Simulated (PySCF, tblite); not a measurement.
**C5H7ClN2Si: geometry, infrared bands and NMR shifts**

Aim: predict the infrared bands and NMR shifts of C5H7ClN2Si (`C=NC[Si@H](Cl)/C=C\C#N`).

Computed with tblite 0.8.0 and PySCF 2.14.0, with density-fitted response routines of our own, on a single molecule in the gas phase. Atoms count from 0, in the outputs and in this text.

## Step 1: The molecule as given

16 atoms, charge 0, multiplicity 1; geometry from: force field or distance geometry start.

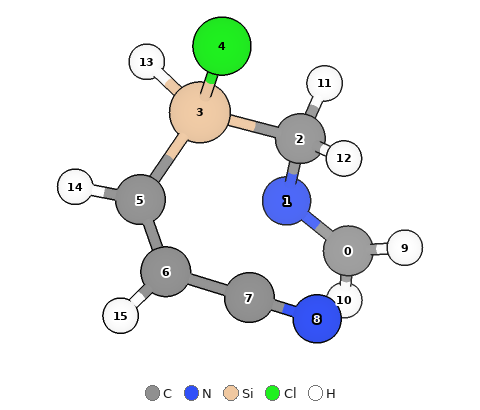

As it starts; carbon grey, nitrogen blue, silicon light orange, chlorine green, hydrogen white, atoms numbered.

## Step 2: Geometry optimisation with GFN2-xTB

What the job is given:

```
{"job": {"kind": "relax", "xc": "GFN2-xTB", "basis": "xTB"}, "charge": 0, "multiplicity": 1}
C      2.126200    -1.363500    -0.448100
N      1.404500    -0.407200    -0.959900
C      1.236600     0.738400    -0.047500
Si    -0.449600     1.525800    -0.329700
Cl    -0.857200     2.834900     1.205000
C     -1.900000     0.389300    -0.236800
C     -2.076500    -0.727900     0.478400
C     -1.116500    -1.304300     1.370100
N     -0.328500    -1.781300     2.076000
H      2.557800    -1.332000     0.567200
H      2.306500    -2.271800    -1.040600
H      2.001200     1.479500    -0.267300
H      1.325600     0.463900     1.014300
H     -0.509300     2.293500    -1.589200
H     -2.705600     0.733500    -0.876000
H     -3.022800    -1.261800     0.407900
```

Run with:

```
$ OMP_NUM_THREADS=1 python probes_run.py task.json out
```

The driver reads the jobs from task.json and runs them one after another.

What it wrote:

```text
step      E/eV     max force
  0    -716.06244    3.520
  1    -716.13900    3.807
  2    -716.20852    2.569
  3    -716.22308    2.067
  4    -716.26246    0.343
  5    -716.27272    0.300
  6    -716.29322    0.667
  7    -716.30484    0.470
  8    -716.31197    0.208
  9    -716.31747    0.221
 10    -716.32313    0.372
 11    -716.32793    0.329
 12    -716.33191    0.154
 13    -716.33526    0.183
 14    -716.33854    0.266
 15    -716.34183    0.215
 16    -716.34477    0.154
 17    -716.34753    0.129
 18    -716.35012    0.186
 19    -716.35235    0.160
 20    -716.35432    0.118
 21    -716.35627    0.126
 22    -716.35819    0.179
 23    -716.35995    0.169
 24    -716.36164    0.118
 25    -716.36350    0.119
 26    -716.36563    0.161
 27    -716.36812    0.188
 28    -716.37096    0.181
 29    -716.37399    0.142
 30    -716.37699    0.132
 31    -716.37956    0.132
 32    -716.38147    0.117
 33    -716.38306    0.106
 34    -716.38455    0.105
 35    -716.38573    0.140
 36    -716.38711    0.138
 37    -716.38852    0.126
 38    -716.39117    0.096
 39    -716.39253    0.094
 40    -716.39457    0.100
 41    -716.39573    0.085
 42    -716.39670    0.067
 43    -716.39744    0.080
 44    -716.39812    0.088
 45    -716.39876    0.079
 46    -716.39932    0.058
 47    -716.39974    0.050
 48    -716.40005    0.051
 49    -716.40040    0.055
 50    -716.40080    0.052
 51    -716.40117    0.044
 52    -716.40145    0.042
 53    -716.40172    0.043
 54    -716.40206    0.049
 55    -716.40241    0.050
 56    -716.40267    0.037
 57    -716.40286    0.035
 58    -716.40307    0.045
 59    -716.40336    0.059
 60    -716.40370    0.049
 61    -716.40399    0.044
 62    -716.40422    0.051
 63    -716.40449    0.053
 64    -716.40487    0.066
 65    -716.40527    0.058
 66    -716.40556    0.037
 67    -716.40575    0.042
 68    -716.40594    0.051
 69    -716.40623    0.054
 70    -716.40654    0.043
 71    -716.40678    0.045
 72    -716.40694    0.036
 73    -716.40707    0.028
 74    -716.40718    0.030
 75    -716.40727    0.024
 76    -716.40734    0.023
 77    -716.40744    0.025
 78    -716.40760    0.037
 79    -716.40781    0.042
 80    -716.40799    0.035
 81    -716.40809    0.029
 82    -716.40819    0.029
 83    -716.40836    0.037
 84    -716.40868    0.054
 85    -716.40916    0.068
 86    -716.40959    0.065
 87    -716.40988    0.038
 88    -716.41011    0.044
 89    -716.41040    0.044
 90    -716.41085    0.057
 91    -716.41145    0.052
 92    -716.41183    0.049
 93    -716.41216    0.049
 94    -716.41246    0.047
 95    -716.41273    0.045
 96    -716.41295    0.062
 97    -716.41311    0.046
 98    -716.41320    0.056
 99    -716.41330    0.030
100    -716.41355    0.039
101    -716.41370    0.044
102    -716.41391    0.063
103    -716.41405    0.036
104    -716.41417    0.034
105    -716.41429    0.051
106    -716.41434    0.083
107    -716.41446    0.025
108    -716.41453    0.023
109    -716.41464    0.035
110    -716.41476    0.027
111    -716.41490    0.022
112    -716.41499    0.023
113    -716.41507    0.023
114    -716.41514    0.021
115    -716.41522    0.024
116    -716.41529    0.022
117    -716.41535    0.021
118    -716.41541    0.033
119    -716.41549    0.034
120    -716.41559    0.035
121    -716.41569    0.019
122    -716.41574    0.013
123    -716.41577    0.009
```

Run time: 1.8 s. Hardware: 1 thread of Arm Neoverse N1, shared host; peak memory 0.18 GiB.

The steps of the relaxation: (not every step is listed)

| step | energy from step 0 (eV) | largest force (eV/Å) |
| --- | --- | --- |
| 0 | 0.0000 | 3.5201 |
| 1 | -0.0766 | 3.8066 |
| 2 | -0.1461 | 2.5688 |
| 3 | -0.1606 | 2.0674 |
| 4 | -0.2000 | 0.3432 |
| 5 | -0.2103 | 0.3001 |
| 6 | -0.2308 | 0.6673 |
| 7 | -0.2424 | 0.4698 |
| 8 | -0.2495 | 0.2079 |
| 19 | -0.2899 | 0.1602 |
| 30 | -0.3145 | 0.1319 |
| 41 | -0.3333 | 0.0848 |
| 52 | -0.3390 | 0.0419 |
| 63 | -0.3420 | 0.0531 |
| 74 | -0.3447 | 0.0297 |
| 85 | -0.3467 | 0.0676 |
| 96 | -0.3505 | 0.0618 |
| 107 | -0.3520 | 0.0254 |
| 118 | -0.3530 | 0.0333 |
| 119 | -0.3530 | 0.0336 |
| 120 | -0.3531 | 0.0346 |
| 121 | -0.3533 | 0.0189 |
| 122 | -0.3533 | 0.0126 |
| 123 | -0.3533 | 0.0086 |

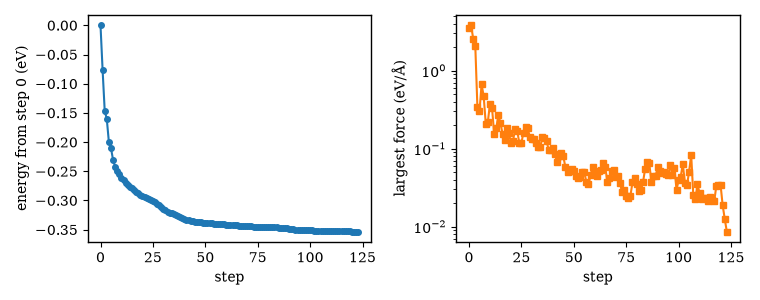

Energy and largest force along the relaxation.

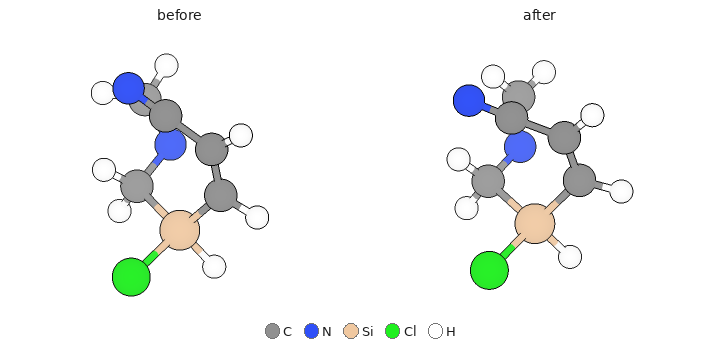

The geometry before (left) and after (right).

Distances of close pairs at the start and the end, largest changes first:

| bond | before (Å) | after (Å) | change (Å) |
| --- | --- | --- | --- |
| Si3–C5 | 1.845 | 1.897 | +0.052 |
| C0–N1 | 1.303 | 1.252 | -0.050 |
| N1–C2 | 1.474 | 1.426 | -0.048 |
| Si3–Cl4 | 2.058 | 2.022 | -0.036 |
| C2–Si3 | 1.882 | 1.916 | +0.033 |
| C6–C7 | 1.431 | 1.408 | -0.023 |
| C0–H10 | 1.099 | 1.080 | -0.019 |
| Si3–H13 | 1.476 | 1.460 | -0.016 |

The end geometry stands in the next job.

## Step 3: Infrared spectrum with GFN2-xTB

What the job is given:

```
{"job": {"kind": "ir", "xc": "GFN2-xTB", "basis": "xTB"}, "charge": 0, "multiplicity": 1}
C      1.752942    -1.347955    -0.670190
N      1.641959    -0.131787    -0.948226
C      1.335112     0.817273     0.070831
Si    -0.399081     1.549359    -0.284847
Cl    -0.863662     2.838330     1.202301
C     -1.729878     0.198937    -0.345465
C     -1.880819    -0.809632     0.516779
C     -1.037035    -1.031154     1.622461
N     -0.362978    -1.244547     2.525904
H      1.649023    -1.763663     0.337795
H      1.969691    -2.039127    -1.471345
H      2.066935     1.625206    -0.007266
H      1.394546     0.393198     1.085030
H     -0.421557     2.235485    -1.573240
H     -2.444331     0.257975    -1.157105
H     -2.678468    -1.538955     0.420420
```

What it wrote:

```text
mode    cm-1     km/mol
  1      21.6      2.27
  2      42.6      1.19
  3      72.6      0.10
  4      97.0      1.61
  5     122.2      5.99
  6     132.0     20.16
  7     182.6     11.91
  8     230.3      2.93
  9     261.1     12.47
 10     343.3      4.78
 11     431.1     12.68
 12     452.3      4.67
 13     496.4     39.48
 14     602.1     49.23
 15     607.4    137.06
 16     637.1    154.34
 17     652.5     40.28
 18     718.6     63.48
 19     748.0     99.10
 20     794.5     23.21
 21     828.5     68.52
 22     930.1      0.16
 23     974.4      0.18
 24     976.8     11.85
 25    1021.7     38.43
 26    1115.7      3.45
 27    1175.6      1.07
 28    1194.0     30.32
 29    1254.0     13.40
 30    1320.9      5.97
 31    1420.2      9.36
 32    1444.3      7.38
 33    1628.2      9.84
 34    1740.6     18.44
 35    2280.9    214.78
 36    2366.9     99.07
 37    2850.5     44.08
 38    2886.0     80.71
 39    2952.0     28.14
 40    3017.8     14.72
 41    3045.9     16.25
 42    3074.6     29.63
```

Wall time 1.2 s (1 thread of Arm Neoverse N1, shared host); peak memory 0.18 GiB.

The strongest bands and the atoms that carry them (share of the mass-weighted mode):

| cm⁻¹ | km/mol | atoms |
| --- | --- | --- |
| 607 | 137.1 | H13 52 %, C7 17 %, C5 10 % |
| 637 | 154.3 | H13 35 %, Si3 26 %, C5 11 % |
| 719 | 63.5 | C5 36 %, Si3 16 %, H13 12 % |
| 748 | 99.1 | H14 32 %, H15 25 %, C6 20 %, C7 13 % |
| 828 | 68.5 | H11 34 %, C2 25 %, H12 21 % |
| 2281 | 214.8 | H13 97 % |
| 2367 | 99.1 | C7 60 %, N8 39 % |
| 2886 | 80.7 | H9 93 % |

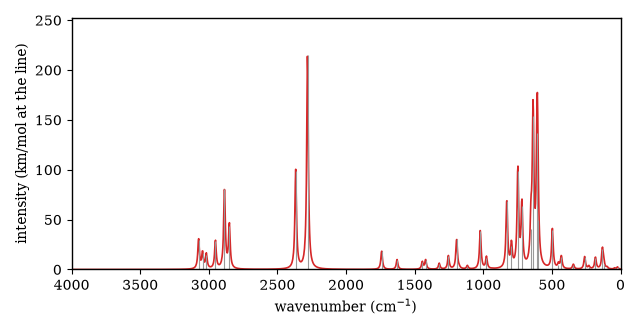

The infrared spectrum from these modes, unscaled. Lines are broadened to a width of 14 cm⁻¹ (Lorentzian).

## Step 4: Shielding tensors: PBE0/pcSseg-1

Settings changed since step 3:

```diff
@@ -1,2 +1,2 @@
-{"job": {"kind": "ir", "xc": "GFN2-xTB", "basis": "xTB"}, "charge": 0, "multiplicity": 1}
+{"job": {"kind": "nmr", "xc": "PBE0", "basis": "pcSseg-1"}, "charge": 0, "multiplicity": 1}
 C      1.752942    -1.347955    -0.670190
```

Level: GIAO PBE0/pcSseg-1 NMR shielding, non-relativistic, gas phase.

What it wrote:

```text
coarse grid: 15144 points
cycle   1  E = -1053.1124460080  dE =  1.166e+00  |g| = 5.025e-01  |ddm| = 3.817e+00
cycle   2  E = -1052.9884246693  dE =  1.240e-01  |g| = 9.153e-01  |ddm| = 1.251e+00
cycle   3  E = -1053.1704446953  dE = -1.820e-01  |g| = 1.765e-01  |ddm| = 7.677e-01
cycle   4  E = -1053.1769952570  dE = -6.551e-03  |g| = 5.356e-02  |ddm| = 1.721e-01
cycle   5  E = -1053.1774915672  dE = -4.963e-04  |g| = 2.650e-02  |ddm| = 5.300e-02
cycle   6  E = -1053.1776423419  dE = -1.508e-04  |g| = 4.805e-03  |ddm| = 2.158e-02
cycle   7  E = -1053.1776478069  dE = -5.465e-06  |g| = 1.097e-03  |ddm| = 5.541e-03
final grid: 139304 points
cycle   8  E = -1053.2271853797  dE = -3.909e-05  |g| = 7.196e-03  |ddm| = 2.932e-02
cycle   9  E = -1053.2271832648  dE =  2.115e-06  |g| = 7.672e-03  |ddm| = 1.351e-02
cycle  10  E = -1053.2271971190  dE = -1.385e-05  |g| = 1.664e-03  |ddm| = 7.432e-03
cycle  11  E = -1053.2271976724  dE = -5.534e-07  |g| = 4.637e-04  |ddm| = 1.328e-03
cycle  12  E = -1053.2271977176  dE = -4.513e-08  |g| = 1.084e-04  |ddm| = 3.815e-04
cycle  13  E = -1053.2271977189  dE = -1.368e-09  |g| = 7.689e-05  |ddm| = 1.263e-04
cycle  14  E = -1053.2271977202  dE = -1.243e-09  |g| = 1.635e-05  |ddm| = 5.448e-05
cycle  15  E = -1053.2271977202  dE = -4.911e-11  |g| = 5.718e-06  |ddm| = 1.472e-05
converged SCF energy = -1053.2271977202

GIAO shielding tensors (ppm)
atom      isotropic    diamagn.    paramagn.     s11        s22        s33       span
  0 C       27.816     257.533    -229.717    -74.496     41.113    116.830    191.326
  1 N     -129.250     329.060    -458.310   -522.263   -148.865    283.380    805.642
  2 C      129.059     255.633    -126.575     97.605    112.541    177.029     79.423
  3 Si     364.718     879.481    -514.763    350.900    357.222    386.032     35.132
  4 Cl     977.579    1148.381    -170.802    926.638   1002.552   1003.547     76.909
  5 C       26.803     262.513    -235.710   -109.362     12.833    176.940    286.302
  6 C       61.942     254.729    -192.787    -55.353     78.363    162.816    218.169
  7 C       63.120     264.435    -201.315    -52.434    -46.985    288.780    341.215
  8 N      -61.840     340.171    -402.011   -206.648   -192.829    213.959    420.607
  9 H       23.648      33.841     -10.193     20.287     24.150     26.506      6.219
 10 H       24.487      30.627      -6.140     22.986     24.176     26.299      3.313
 11 H       27.270      30.364      -3.093     24.483     26.863     30.466      5.982
 12 H       27.276      35.061      -7.786     25.440     27.558     28.829      3.389
 13 H       26.375      28.669      -2.294     23.144     23.915     32.068      8.924
 14 H       24.652      30.658      -6.006     21.940     24.742     27.273      5.333
 15 H       25.425      27.916      -2.491     22.390     25.672     28.214      5.823
```

Run time: 81 s. Hardware: 1 thread of Arm Neoverse N1, shared host; peak memory 0.81 GiB.

The references, computed at this level on geometries of the same kind, shield at (ppm): 1H TMS 31.72, 13C TMS 186.9, 29Si TMS 349.2, 15N NH3 267.7, 35Cl HCl 950. Their shielding less the atom's gives the shift. The references are single molecules in the gas phase, so shifts against H2O, NH3, PH3, H3PO4 or CFCl3 are not on the usual liquid scales and can be off by tens of ppm.

| atoms | environment | σ (ppm) | δ (ppm) | δ scaled to CDCl3 |
| --- | --- | --- | --- | --- |
| C5 | alkene CH | 26.8 | 160.1 | 154.4 |
| C0 | C=N carbon | 27.8 | 159.1 | 153.4 |
| C6 | alkene CH | 61.9 | 125.0 | 120.1 |
| C7 | nitrile carbon | 63.1 | 123.8 | 118.9 |
| C2 | sp3 CH2 bonded to N and Si | 129.1 | 57.9 | 54.6 |
| H9 | hydrogen on a C=N carbon | 23.65 | 8.07 | 7.71 |
| H10 | hydrogen on a C=N carbon | 24.49 | 7.23 | 6.92 |
| H14 | hydrogen on an alkene CH | 24.65 | 7.07 | 6.77 |
| H15 | hydrogen on an alkene CH | 25.43 | 6.29 | 6.04 |
| H13 | hydrogen on a silicon bonded to 2 C, Cl | 26.38 | 5.34 | – |
| H11 | hydrogen on an sp3 CH2 bonded to N and Si | 27.27 | 4.45 | 4.30 |
| H12 | hydrogen on an sp3 CH2 bonded to N and Si | 27.28 | 4.44 | 4.29 |
| N1 | imine nitrogen | -129.2 | 397.0 | – |
| N8 | nitrile nitrogen | -61.8 | 329.6 | – |
| Si3 | silicon bonded to 2 C, Cl, H | 364.7 | -15.6 | – |
| Cl4 | chlorine bonded to Si | 978 | -28 | – |

The scaled column applies a straight-line fit of computed shieldings to shifts measured in CDCl3, with any fitted terms for Cl, Br or S neighbours (root-mean-square error 0.16 ppm for H, 1.9 ppm for C).

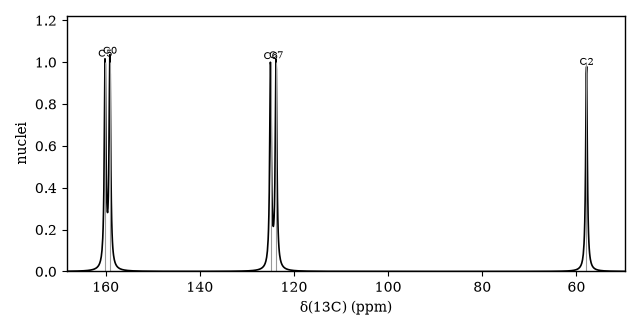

13C lines at the computed shifts, without couplings. Lines are broadened to a width of 0.41 ppm (Lorentzian).

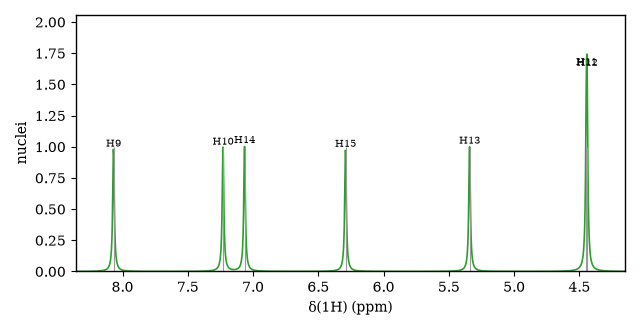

1H lines at the computed shifts, without couplings. Lines are broadened to a width of 0.01 ppm (Lorentzian).

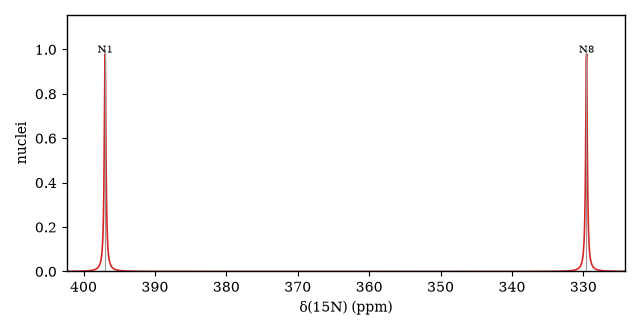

15N lines at the computed shifts, without couplings. Lines are broadened to a width of 0.27 ppm (Lorentzian).

The run also stored atomic charges by several schemes (e):

| atoms | Mulliken | IAO | Hirshfeld | ESP fit |
| --- | --- | --- | --- | --- |
| C0 | -0.01 | -0.13 | 0.00 | 0.14 |
| N1 | -0.41 | -0.25 | -0.15 | -0.47 |
| C2 | -0.34 | -0.43 | -0.12 | -0.01 |
| Si3 | 0.90 | 0.94 | 0.37 | 0.10 |
| Cl4 | -0.30 | -0.30 | -0.11 | -0.13 |
| C5 | -0.40 | -0.39 | -0.10 | 0.04 |
| C6 | -0.07 | -0.16 | -0.02 | -0.48 |
| C7 | 0.07 | 0.13 | 0.09 | 0.54 |
| N8 | -0.25 | -0.23 | -0.20 | -0.47 |

IAO charges:

C0 -0.13; N1 -0.25; C2 -0.43; Si3 0.94; Cl4 -0.30; C5 -0.39; C6 -0.16; C7 0.13; N8 -0.23; H9 0.11; H10 0.15; H11 0.17; H12 0.13; H13 -0.12; H14 0.18; H15 0.19

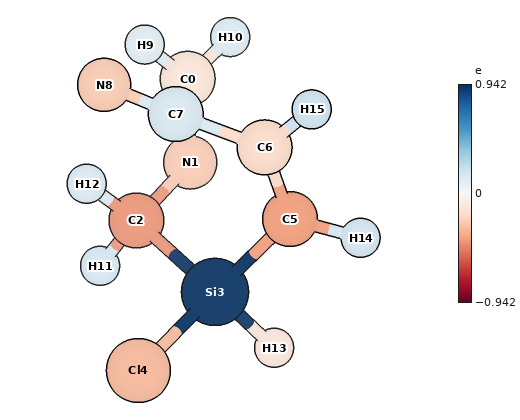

IAO charges, as colours on the atoms.

Mayer bond orders: C0–N1 1.95, N1–C2 0.95, C2–Si3 0.90, Si3–Cl4 1.01, Si3–C5 0.84, C5–C6 1.86, C6–C7 1.06, C7–N8 2.93.

The fields below are evaluated on a grid from the run's orbitals.

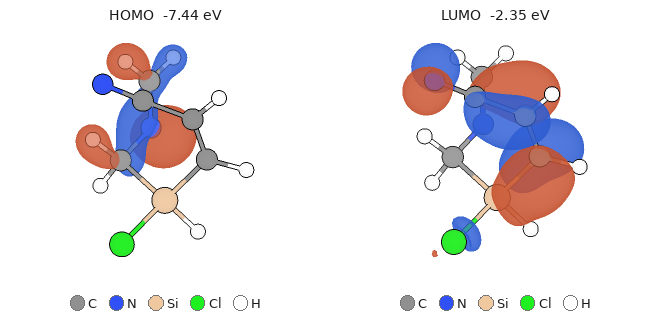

Frontier orbitals at PBE0/pcSseg-1; each surface holds 70 % of the orbital's density, blue and red mark the sign.

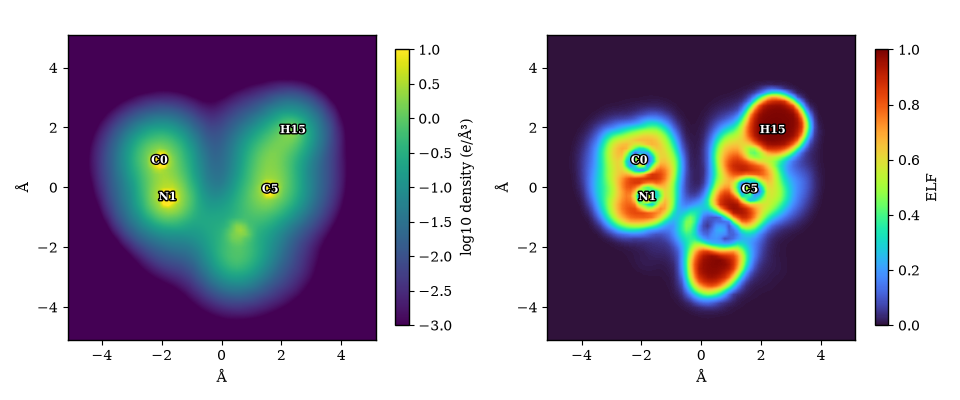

Density (left) and ELF (right) in a plane through or near 4 of the atoms.

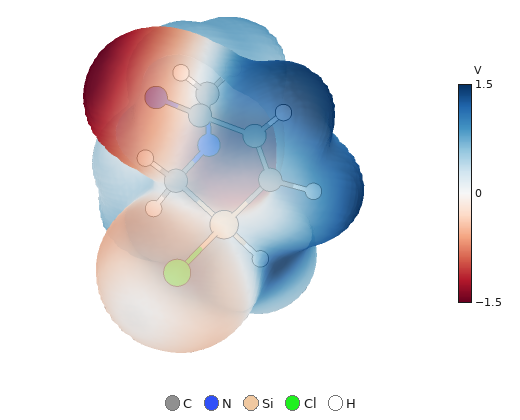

Electrostatic potential on the surface of density 0.002 e/bohr³; red is low, blue high. It runs from -1.50 V near N8 to 1.50 V near H15.

## Step 5: What came out

```
                                 quantity                                         value
strongest single infrared mode (GFN2-xTB)                         2281 cm⁻¹, 215 km/mol
             zero-point energy (GFN2-xTB)                                 67.4 kcal/mol
   13C shifts against TMS (PBE0/pcSseg-1)          160.1, 159.1, 125.0, 123.8, 57.9 ppm
    1H shifts against TMS (PBE0/pcSseg-1)  8.07, 7.23, 7.07, 6.29, 5.34, 4.45, 4.44 ppm
   15N shifts against NH3 (PBE0/pcSseg-1)                              397.0, 329.6 ppm
  29Si shifts against TMS (PBE0/pcSseg-1)                                     -15.6 ppm
  35Cl shifts against HCl (PBE0/pcSseg-1)                                       -28 ppm
    surface potential, least and greatest                            -1.50 V and 1.50 V
```

What this shows: Relaxing lowered the energy by 0.353 eV in 123 steps; the close pair that moved most is Si3–C5, from 1.845 to 1.897 Å. All 42 modes are real, so the xTB geometry is a minimum. The strongest single mode, at 2281 cm⁻¹, moves mainly H13. GFN2-xTB is a fitted tight-binding method: band positions and strengths are rough. Its intensities can rank the bands wrongly. At PBE0/pcSseg-1: Shielding is most anisotropic at N1 (span 806 ppm, paramagnetic term -458 ppm). By nearest atom (PBE0/pcSseg-1), the HOMO sits on N1 64 %; H9, H12 about 9 % each and the LUMO on C5 29 %; C6 21 %.
